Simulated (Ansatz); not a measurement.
System: Al₂Cu (I4/mcm, No. 140). Method: PBE-D3(BJ) (Ansatz, a program for electronic structure, PAW).

Run with plane-wave cutoff 520 eV, 14×14×14 k mesh, Fermi–Dirac smearing 0.05 eV, no spin polarisation, scalar-relativistic PAW data made under PBE.

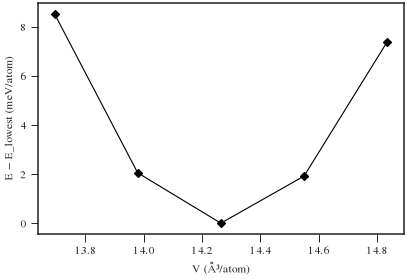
*Total energy against volume*

Task: From the curve, estimate the equilibrium volume and the bulk modulus.

Result: V0 ≈ 14.3 Å³/atom and B0 ≈ 110 GPa; the fit gives V0 = 14.264 Å³/atom, B0 = 111 GPa, B′ = 4.5.

Shape and atoms are relaxed at each volume.

Note: the bulk modulus comes from volumes at which shape and atoms were relaxed.

Static lattice: no zero-point or thermal effects.

Computing time: roughly 15 core-minutes.
